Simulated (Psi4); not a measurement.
## Geometry relaxation of SiH₂O (part 3 of 4)

The same run, continued: SiH₂O; PBE/def2-TZVP, RKS, dispersion D3(BJ) (Psi4 1.11). The geometry comes from this level: MMFF94 from SMILES.

Geometry of the input (Å):
```
O  0.9596  -0.3676  -0.1309
Si -0.4670  0.1785  0.0860
H  -1.5845  -0.7396  -0.1603
H  -0.6811  1.6171  -0.1504
```

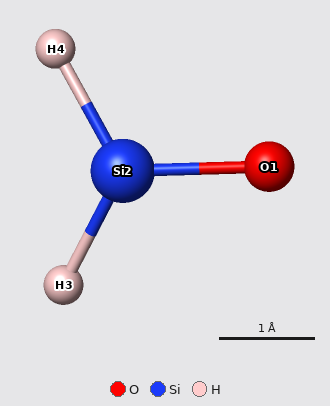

Fig. 1: The structure as given in the input (ball-and-stick view, seen at a tilt; atoms are numbered from 1 in the order of the input).

Output, continued:
```
Properties will be evaluated at   0.000000,   0.000000,   0.000000 [a0]

Properties computed using the SCF density matrix

 Multipole Moments:

 ------------------------------------------------------------------------------------
     Multipole            Electronic (a.u.)      Nuclear  (a.u.)        Total (a.u.)
 ------------------------------------------------------------------------------------

 L = 1.  Multiply by 2.5417464519 to convert [e a0] to [Debye]
 Dipole X            :          1.0719804           -2.3333781           -1.2613977
 Dipole Y            :         -0.4117962            0.8967706            0.4849744
 Dipole Z            :          0.0350250           -0.0409459           -0.0059209
 Magnitude           :                                                    1.3514287

 ------------------------------------------------------------------------------------

	total time  =          2 seconds =       0.03 minutes

         ------------------------------------------------------------
                                   SCF GRAD
         ------------------------------------------------------------

  ==> Geometry <==

    Molecular point group: c1
    Full point group: C1

    Geometry (in Angstrom), charge = 0, multiplicity = 1:

       Center              X                  Y                   Z               Mass
    ------------   -----------------  -----------------  -----------------  -----------------
         O            0.968961731640    -0.372448595641     0.008553225484    15.994914619570
         SI          -0.464520207527     0.178556879203    -0.003317836816    27.976926534650
         H           -1.688164265295    -0.684502691264    -0.026758784244     1.007825032230
         H           -0.795017207018     1.638845722019    -0.016884936719     1.007825032230

  Nuclear repulsion =   51.863506062834027

   => Molecular Quadrature <=

    Radial Scheme          =       TREUTLER
    Pruning Scheme         =           NONE
    Nuclear Scheme         =       TREUTLER

    Blocking Scheme        =         OCTREE
    BS radius alpha        =              1
    Pruning alpha          =              1
    Radial Points          =             75
    Spherical Points       =            302
    Total Points           =          87461
    Total Blocks           =            713
    Max Points             =            256
    Max Functions          =             80
    Weights Tolerance      =       1.00E-15

  -Total Gradient:
     Atom            X                  Y                   Z
    ------   -----------------  -----------------  -----------------
       1        0.000191306968    -0.000072152803    -0.000337060726
       2       -0.000843511015     0.000403146569     0.000951244516
       3        0.000207165875    -0.000345915381    -0.000307717034
       4        0.000406940874     0.000029600268    -0.000304954821

	total time  =          0 seconds =       0.00 minutes

    			-----------------------------------------

    			 OPTKING 3.0: for geometry optimizations

    			        with contributions from

    			-----------------------------------------

	                            ===> Fragment 1 <==

	 Z (Atomic Numbers)          Masses                          Geom
	       8.000000            15.994915          1.83107230 -0.70382584  0.01616325
	      14.000000            27.976927         -0.87781597  0.33742360 -0.00626980
	       1.000000             1.007825         -3.19016812 -1.29352262 -0.05056677
	       1.000000             1.007825         -1.50236479  3.09696958 -0.03190791

	 - Coordinate -           - BOHR/RAD -       - ANG/DEG -
	 R(1,2)           =         2.902202           1.535779
	 R(2,3)           =         2.830004           1.497573
	 R(2,4)           =         2.829454           1.497283
	 B(1,2,3)         =         2.160378         123.780561
	 B(1,2,4)         =         2.160378         123.780514
	 B(3,2,4)         =         1.962289         112.430872
	 O(1,2,3,4)       =         0.014494           0.830442
	 O(3,2,1,4)       =        -0.016119          -0.923535
	 O(4,2,1,3)       =         0.016119           0.923535

	        --- Internal Coordinate Step in ANG or DEG, aJ/ANG or AJ/DEG ---
	-------------------------------------------------------------------------------
	           Coordinate      Previous         Force          Change          New
	           ----------      --------        ------          ------        ------
	               R(1,2)       1.53578       -0.00175       -0.00042       1.53536
	               R(2,3)       1.49757       -0.00024        0.00008       1.49765
	               R(2,4)       1.49728        0.00053        0.00031       1.49759
	             B(1,2,3)     123.78056        0.00003        0.24307     124.02363
	             B(1,2,4)     123.78051        0.00003        0.24462     124.02513
	             B(3,2,4)     112.43087       -0.00006       -0.47970     111.95118
	           O(1,2,3,4)       0.83044       -0.00002       -0.89993      -0.06949
	           O(3,2,1,4)      -0.92353        0.00002        1.00130       0.07776
	           O(4,2,1,3)       0.92354       -0.00002       -1.00130      -0.07776
	-------------------------------------------------------------------------------

	                                 ==> Convergence Check <==

	Measures of convergence in internal coordinates in au.

	Criteria marked as inactive (o), active & met (*), and active & unmet ( ).

	----------------------------------------------------------------------------------------------
	   Step    Total Energy     Delta E     Max Force     RMS Force      Max Disp      RMS Disp
	----------------------------------------------------------------------------------------------
	  Convergence Criteria     1.00e-06 *    3.00e-04 *             o    1.20e-03 *             o
	----------------------------------------------------------------------------------------------
	     3    -365.71906167   -1.48e-03      7.68e-04      3.68e-04 o    1.75e-02      1.04e-02 o  ~
	----------------------------------------------------------------------------------------------

Next Geometry in Ang
	Fragment 1 (Ang)

	    O   0.9711258933  -0.3733509825   0.0108281847
	   Si  -0.4618607216   0.1775161541  -0.0096414284
	    H  -1.6893153680  -0.6804426391  -0.0247204241
	    H  -0.7986897518   1.6367287819  -0.0148746645

    Structure for next step:
    Molecular point group: c1
    Full point group: C1

    Geometry (in Angstrom), charge = 0, multiplicity = 1:

    O            0.968860963685    -0.372446571904     0.013795221224
    SI          -0.464125651213     0.178420564667    -0.006674391890
    H           -1.691580297628    -0.679538228453    -0.021753387594
    H           -0.800954681387     1.637633192467    -0.011907627940

gradient() will perform analytic gradient computation.

  ==> Geometry <==

    Molecular point group: c1
    Full point group: C1

    Geometry (in Angstrom), charge = 0, multiplicity = 1:

       Center              X                  Y                   Z               Mass
    ------------   -----------------  -----------------  -----------------  -----------------
         O            0.968860963685    -0.372446571904     0.013795221224    15.994914619570
         SI          -0.464125651213     0.178420564667    -0.006674391890    27.976926534650
         H           -1.691580297628    -0.679538228453    -0.021753387594     1.007825032230
         H           -0.800954681387     1.637633192467    -0.011907627940     1.007825032230

  Running in c1 symmetry.

  Rotational constants: A =      5.42847  B =      0.60752  C =      0.54637 [cm^-1]
  Rotational constants: A = 162741.46961  B =  18212.94219  C =  16379.82340 [MHz]
  Nuclear repulsion =   51.870035989283423

  Charge       = 0
  Multiplicity = 1
  Electrons    = 24
  Nalpha       = 12
  Nbeta        = 12

   => Molecular Quadrature <=

    Radial Scheme          =       TREUTLER
    Pruning Scheme         =           NONE
    Nuclear Scheme         =       TREUTLER

    Blocking Scheme        =         OCTREE
    BS radius alpha        =              1
    Pruning alpha          =              1
    Radial Points          =             75
    Spherical Points       =            302
    Total Points           =          87469
    Total Blocks           =            714
    Max Points             =            256
    Max Functions          =             80
    Weights Tolerance      =       1.00E-15

   => Auxiliary Basis Set <=

  Basis Set: (DEF2-TZVP AUX)
    Blend: DEF2-UNIVERSAL-JKFIT
    Number of shells: 75
    Number of basis functions: 241
    Number of Cartesian functions: 288
    Spherical Harmonics?: true
    Max angular momentum: 4

  Cached 100.0% of DFT collocation blocks in 0.167 [GiB].

  Minimum eigenvalue in the overlap matrix is 3.4891314994E-03.
  Reciprocal condition number of the overlap matrix is 7.6884058920E-04.
    Using symmetric orthogonalization.

  ==> Iterations <==

                           Total Energy        Delta E     RMS |[F,P]|

   @DF-RKS iter   0:  -365.71920134604125   -3.65719e+02   1.60902e-04
   @DF-RKS iter   1:  -365.71907168323094    1.29663e-04   2.38527e-05 DIIS
   @DF-RKS iter   2:  -365.71905407170868    1.76115e-05   8.46620e-05 DIIS
   @DF-RKS iter   3:  -365.71907337689424   -1.93052e-05   6.57414e-06 DIIS
   @DF-RKS iter   4:  -365.71907349760687   -1.20713e-07   8.36056e-07 DIIS
   @DF-RKS iter   5:  -365.71907349970445   -2.09758e-09   7.13797e-08 DIIS
   @DF-RKS iter   6:  -365.71907349972327   -1.88152e-11   6.77832e-09 DIIS
  Energy and wave function converged.

  ==> Post-Iterations <==

   Electrons on quadrature grid:
      Ntotal   =   24.0000081516 ; deviation = 8.152e-06

    Final Occupation by Irrep:
              A
    DOCC [    12 ]
    NA   [    12 ]
    NB   [    12 ]

  @DF-RKS Final Energy:  -365.71907349972327

   => Energetics <=

    Nuclear Repulsion Energy =             51.8700359892834229
    One-Electron Energy =                -609.3094335904997934
    Two-Electron Energy =                 221.7086126225955809
    DFT Exchange-Correlation Energy =     -29.9865924818576204
    Empirical Dispersion Energy =          -0.0016960392448935
    VV10 Nonlocal Energy =                  0.0000000000000000
    Total Energy =                       -365.7190734997232653

Computation Completed

Properties will be evaluated at   0.000000,   0.000000,   0.000000 [a0]

Properties computed using the SCF density matrix

 Multipole Moments:

 ------------------------------------------------------------------------------------
     Multipole            Electronic (a.u.)      Nuclear  (a.u.)        Total (a.u.)
 ------------------------------------------------------------------------------------

 L = 1.  Multiply by 2.5417464519 to convert [e a0] to [Debye]
 Dipole X            :          1.0850454           -2.3421386           -1.2570932
 Dipole Y            :         -0.4169962            0.9002850            0.4832888
 Dipole Z            :          0.0132947           -0.0316354           -0.0183407
 Magnitude           :                                                    1.3469179

 ------------------------------------------------------------------------------------

	total time  =          1 seconds =       0.02 minutes

         ------------------------------------------------------------
                                   SCF GRAD
         ------------------------------------------------------------

  ==> Geometry <==

    Molecular point group: c1
    Full point group: C1

    Geometry (in Angstrom), charge = 0, multiplicity = 1:

       Center              X                  Y                   Z               Mass
    ------------   -----------------  -----------------  -----------------  -----------------
         O            0.968860963685    -0.372446571904     0.013795221224    15.994914619570
         SI          -0.464125651213     0.178420564667    -0.006674391890    27.976926534650
         H           -1.691580297628    -0.679538228453    -0.021753387594     1.007825032230
         H           -0.800954681387     1.637633192467    -0.011907627940     1.007825032230

  Nuclear repulsion =   51.870035989283423

   => Molecular Quadrature <=

    Radial Scheme          =       TREUTLER
    Pruning Scheme         =           NONE
    Nuclear Scheme         =       TREUTLER

    Blocking Scheme        =         OCTREE
    BS radius alpha        =              1
    Pruning alpha          =              1
    Radial Points          =             75
    Spherical Points       =            302
    Total Points           =          87469
    Total Blocks           =            714
    Max Points             =            256
    Max Functions          =             80
    Weights Tolerance      =       1.00E-15

  -Total Gradient:
     Atom            X                  Y                   Z
    ------   -----------------  -----------------  -----------------
       1       -0.000101303742     0.000037816084     0.000027000875
       2        0.000097290700    -0.000018100514    -0.000079619115
       3       -0.000022254470    -0.000001223899     0.000025892215
       4       -0.000012324987    -0.000003647675     0.000026020418

	total time  =          1 seconds =       0.02 minutes

    			-----------------------------------------

    			 OPTKING 3.0: for geometry optimizations

    			        with contributions from

    			-----------------------------------------

	                            ===> Fragment 1 <==

	 Z (Atomic Numbers)          Masses                          Geom
	       8.000000            15.994915          1.83088188 -0.70382202  0.02606919
	      14.000000            27.976927         -0.87707037  0.33716600 -0.01261277
	       1.000000             1.007825         -3.19662348 -1.28414114 -0.04110794
	       1.000000             1.007825         -1.51358499  3.09467823 -0.02250216

	 - Coordinate -           - BOHR/RAD -       - ANG/DEG -
	 R(1,2)           =         2.901406           1.535358
	 R(2,3)           =         2.830155           1.497653
	 R(2,4)           =         2.830039           1.497592
	 B(1,2,3)         =         2.164621         124.023633
	 B(1,2,4)         =         2.164647         124.025134
	 B(3,2,4)         =         1.953917         111.951175
	 O(1,2,3,4)       =        -0.001213          -0.069488
	 O(3,2,1,4)       =         0.001357           0.077764
	 O(4,2,1,3)       =        -0.001357          -0.077763

	        --- Internal Coordinate Step in ANG or DEG, aJ/ANG or AJ/DEG ---
	-------------------------------------------------------------------------------
	           Coordinate      Previous         Force          Change          New
	           ----------      --------        ------          ------        ------
	               R(1,2)       1.53536        0.00080        0.00009       1.53545
	               R(2,3)       1.49765       -0.00011       -0.00001       1.49765
	               R(2,4)       1.49759        0.00005        0.00004       1.49764
	             B(1,2,3)     124.02363       -0.00000       -0.00318     124.02045
	             B(1,2,4)     124.02513       -0.00000       -0.00426     124.02087
	             B(3,2,4)     111.95118        0.00000        0.00750     111.95868
	           O(1,2,3,4)      -0.06949        0.00000        0.07405       0.00456
	           O(3,2,1,4)       0.07776       -0.00000       -0.08287      -0.00510
	           O(4,2,1,3)      -0.07776        0.00000        0.08287       0.00510
	-------------------------------------------------------------------------------

	                                 ==> Convergence Check <==

	Measures of convergence in internal coordinates in au.

	Criteria marked as inactive (o), active & met (*), and active & unmet ( ).
```
